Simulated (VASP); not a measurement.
```
CELL_PARAMETERS angstrom
      0.00000     2.18049     2.18049
      2.18049     0.00000     2.18049
      2.18049     2.18049     0.00000
ATOMIC_POSITIONS crystal
  Al 0.00000 0.00000 0.00000
  N  0.25000 0.25000 0.25000
```

Calculation: SCAN meta-GGA, VASP's PBE PAW potentials (set 64) (plane waves; VASP). Run with 520 eV cut-off, 12×12×12 Γ-centred mesh, tetrahedra with Blöchl corrections, potentials Al N.

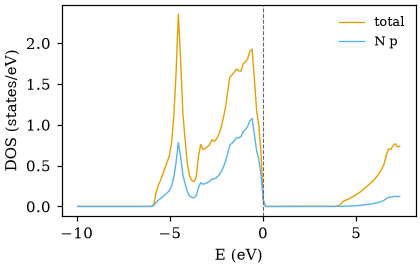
Fig. 1. Total and projected density of states, zero at the valence-band maximum

Within 2 eV below the valence-band maximum the largest weight inside VASP's projection spheres is N p.

The gap is indirect, 3.93 eV, from the valence maximum at Γ to the conduction minimum at X.

The compound is AlN in the zinc blende structure, a metastable form; wurtzite is the usual one. It was relaxed first.
